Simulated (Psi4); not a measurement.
# PBE0/cc-pVDZ (density fitting with cc-pvqz-jkfit, sweep point 5) run of GeH2ClF (SMILES [F][GeH2][Cl])

Aim: the vertical ionisation energy of GeH2ClF at PBE0/cc-pVDZ (density fitting with cc-pvqz-jkfit, sweep point 5), from 2 runs. 

The results are computed with Psi4 1.11.

4 further runs of the same task are left out: 2 for a known fault of the program, 2 set aside as unsound or not needed. Runs told in other sessions of the task aren't counted.

## 1. The system as given

The species is GeH2ClF (5 atoms), meant as a singlet with charge 0. SMILES: `[F][GeH2][Cl]`. The shape is that of a PBE0-D4/def2-TZVP optimisation.

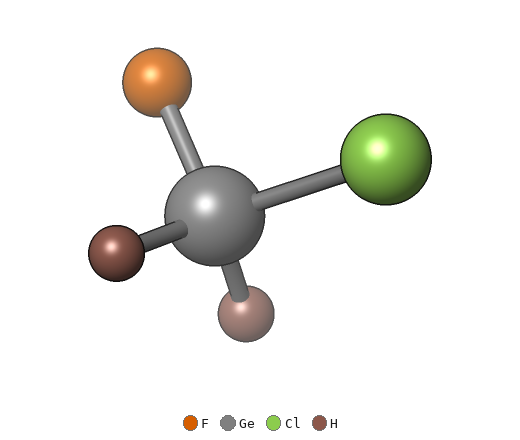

The structure, seen from a chosen angle (fluorine orange, germanium grey, chlorine green, hydrogen brown).

## 2. A single-point energy at PBE0/cc-pVDZ (density fitting with cc-pvqz-jkfit, sweep point 5)

Contents of job.py:

```python
import psi4

psi4.set_memory(1600000000)
psi4.set_num_threads(1)
psi4.core.set_output_file('output.dat', False)

geom = psi4.geometry("""
0 1
F     -0.242000    -0.508000     1.588600
Ge     0.139900    -0.089200    -0.045500
Cl    -1.390300     1.244900    -0.698900
H      0.067600    -1.375500    -0.867400
H      1.474700     0.654200    -0.018300
symmetry c1
""")

psi4.set_options({
    'reference': 'rks',
    'puream': True,
    'scf_type': 'df',
    'dft_radial_points': 99,
    'dft_spherical_points': 590,
    'df_basis_scf': 'cc-pvqz-jkfit',
})

e, wfn = psi4.energy("pbe0/cc-pVDZ", molecule=geom, return_wfn=True)
print(f'total energy {e:.8f} hartree = {e * 27.211386:.5f} eV')
for k, v in sorted(psi4.core.scalar_variables().items()):
    print(f'{k:45s} {v:18.10f}')
```

On the command line:

```sh
$ python job.py
```

output.dat:

```text
[...]
  Running in c1 symmetry.
[...]
  Nuclear repulsion =  281.182606757185397
[...]
  Multiplicity = 1
[...]
  Nalpha       = 30
  Nbeta        = 30
[...]
    Number of basis functions: 69
[...]
   @DF-RKS iter   1: -2637.20687862646946   -3.02422e+00   1.58145e-02 DIIS/ADIIS
[...]
   @DF-RKS iter   8: -2637.78138882719668   -1.34401e-07   7.73462e-07 DIIS
[...]
    Orbital Energies [Eh]
    ---------------------
    Doubly Occupied:
       1A   -399.205689     2A   -101.717334     3A    -50.021898
       4A    -44.504194     5A    -44.503637     6A    -44.502720
       7A    -24.762908     8A     -9.534894     9A     -7.267518
      10A     -7.260939    11A     -7.260534    12A     -6.373681
      13A     -4.530060    14A     -4.527978    15A     -4.524237
      16A     -1.332752    17A     -1.321737    18A     -1.317131
      19A     -1.316368    20A     -1.316134    21A     -1.179928
      22A     -0.852581    23A     -0.596133    24A     -0.455711
      25A     -0.449684    26A     -0.443835    27A     -0.385592
      28A     -0.383774    29A     -0.347448    30A     -0.335054
[...]
  @DF-RKS Final Energy: -2637.78138882719668
   => Energetics <=
    Nuclear Repulsion Energy =            281.1826067571853969
    One-Electron Energy =               -4230.2992070025939029
    Two-Electron Energy =                1400.4477380278424334
    DFT Exchange-Correlation Energy =     -89.1125266096303221
    Empirical Dispersion Energy =           0.0000000000000000
    VV10 Nonlocal Energy =                  0.0000000000000000
    Total Energy =                      -2637.7813888271966789
[...]
 Multipole Moments:
 ------------------------------------------------------------------------------------
     Multipole            Electronic (a.u.)      Nuclear  (a.u.)        Total (a.u.)
 ------------------------------------------------------------------------------------
 L = 1.  Multiply by 2.5417464519 to convert [e a0] to [Debye]
 Dipole X            :          2.0354419           -1.3410865            0.6943554
 Dipole Y            :         -1.6637412            1.4129620           -0.2507792
 Dipole Z            :          0.6045446           -1.1556266           -0.5510820
 Magnitude           :                                                    0.9212551
[...]
```

Standard output:

```text
total energy -2637.78138883 hartree = -71777.68755 eV
CURRENT ENERGY                                  -2637.7813888272
CURRENT REFERENCE ENERGY                        -2637.7813888272
DD SOLVATION ENERGY                                 0.0000000000
DFT FUNCTIONAL TOTAL ENERGY                     -2637.7813888272
DFT TOTAL ENERGY                                -2637.7813888272
DFT VV10 ENERGY                                     0.0000000000
DFT XC ENERGY                                     -89.1125266096
GRID ELECTRONS ALPHA                               30.0000004950
GRID ELECTRONS BETA                                30.0000004950
GRID ELECTRONS TOTAL                               60.0000009900
NUCLEAR REPULSION ENERGY                          281.1826067572
ONE-ELECTRON ENERGY                             -4230.2992070026
PCM POLARIZATION ENERGY                             0.0000000000
PE ENERGY                                           0.0000000000
SCF ITERATION ENERGY                            -2637.7813888272
SCF ITERATIONS                                      8.0000000000
SCF TOTAL ENERGY                                -2637.7813888272
TWO-ELECTRON ENERGY                              1400.4477380278
XC GRID RADIAL POINTS                              99.0000000000
XC GRID SPHERICAL POINTS                          590.0000000000
XC GRID TOTAL POINTS                           276708.0000000000
```

It took 9.6 s on 1 thread of AMD EPYC 7B13 (Zen 3), shared host; peak memory 0.83 GiB.

## 3. The doublet cation, same level

Contents of run.py:

```python
import psi4

psi4.set_memory('1600 MB')
psi4.set_num_threads(1)
psi4.core.set_output_file('psi4.out', False)

m = psi4.geometry("""
1 2
F     -0.242000    -0.508000     1.588600
Ge     0.139900    -0.089200    -0.045500
Cl    -1.390300     1.244900    -0.698900
H      0.067600    -1.375500    -0.867400
H      1.474700     0.654200    -0.018300
units angstrom
symmetry c1
""")

psi4.set_options({
    'reference': 'uks',
    'puream': True,
    'scf_type': 'df',
    'dft_radial_points': 99,
    'dft_spherical_points': 590,
    'df_basis_scf': 'cc-pvqz-jkfit',
    'maxiter': 100,
})

e, wfn = psi4.energy("pbe0/cc-pVDZ", molecule=m, return_wfn=True)
print('E =', round(e, 9))
```

On the command line:

```sh
$ python run.py
```

psi4.out:

```text
[...]
  Running in c1 symmetry.
[...]
  Nuclear repulsion =  281.182606757185397
[...]
  Multiplicity = 2
[...]
  Nalpha       = 30
  Nbeta        = 29
[...]
    Number of basis functions: 69
[...]
   @DF-UKS iter   1: -2636.73723083198320   -2.55457e+00   1.63385e-02 ADIIS/DIIS
[...]
   @DF-UKS iter  12: -2637.35559827470070   -4.59158e-09   5.38933e-07 DIIS
[...]
   @S^2 Observed:                7.569564581E-01
[...]
    Orbital Energies [Eh]
    ---------------------
    Alpha Occupied:
       1A   -399.460271     2A   -102.038116     3A    -50.276926
       4A    -44.759247     5A    -44.758276     6A    -44.758021
       7A    -24.995417     8A     -9.853373     9A     -7.590947
      10A     -7.581938    11A     -7.575157    12A     -6.628201
      13A     -4.784480    14A     -4.781494    15A     -4.779822
      16A     -1.584190    17A     -1.576292    18A     -1.573222
      19A     -1.570974    20A     -1.570345    21A     -1.408255
      22A     -1.159009    23A     -0.851259    24A     -0.703686
      25A     -0.698687    26A     -0.688302    27A     -0.657626
      28A     -0.632429    29A     -0.623885    30A     -0.615440
    Alpha Virtual:
[...]
  @DF-UKS Final Energy: -2637.35559827470070
   => Energetics <=
    Nuclear Repulsion Energy =            281.1826067571853969
    One-Electron Energy =               -4214.4687004863935726
    Two-Electron Energy =                1384.7605663487736365
    DFT Exchange-Correlation Energy =     -88.8300708942661998
    Empirical Dispersion Energy =           0.0000000000000000
    VV10 Nonlocal Energy =                  0.0000000000000000
    Total Energy =                      -2637.3555982747002417
  UHF NO Occupations:
  HONO-2 :   28  A 1.9987648
  HONO-1 :   29  A 1.9983515
[...]
 Multipole Moments:
 ------------------------------------------------------------------------------------
     Multipole            Electronic (a.u.)      Nuclear  (a.u.)        Total (a.u.)
 ------------------------------------------------------------------------------------
 L = 1.  Multiply by 2.5417464519 to convert [e a0] to [Debye]
 Dipole X            :          1.8007539           -1.3410865            0.4596674
 Dipole Y            :         -1.2146254            1.4129620            0.1983367
 Dipole Z            :         -0.0804754           -1.1556266           -1.2361021
 Magnitude           :                                                    1.3336341
[...]
```

The script printed:

```text
E = -2637.355598275
```

It took 17 s on 1 thread of AMD EPYC 7B13 (Zen 3), shared host; peak memory 0.83 GiB.

## 4. Summary of results

Level: PBE0/cc-pVDZ (density fitting with cc-pvqz-jkfit, sweep point 5).

| quantity | value |
| --- | --- |
| singlet GeH2ClF: total energy | -2637.78139 Eh |
| singlet GeH2ClF: dipole moment | 2.34 D |
| singlet GeH2ClF: HOMO energy | -9.12 eV |
| singlet GeH2ClF: LUMO energy | -0.09 eV |
| singlet GeH2ClF: HOMO–LUMO gap | 9.03 eV |
| doublet cation: total energy | -2637.35560 Eh |
| doublet cation: HOMO energy (highest over α and β) | -16.36 eV |
| doublet cation: LUMO energy (lowest over α and β) | -14.00 eV |
| doublet cation: ⟨S²⟩ | 0.757 |
| vertical ionisation energy (to the doublet cation) | 11.586 eV |

Removing an electron at fixed nuclei costs 11.59 eV (267 kcal/mol). −ε(HOMO) before ionisation, 9.12 eV, is 2.47 eV below this ionisation energy.
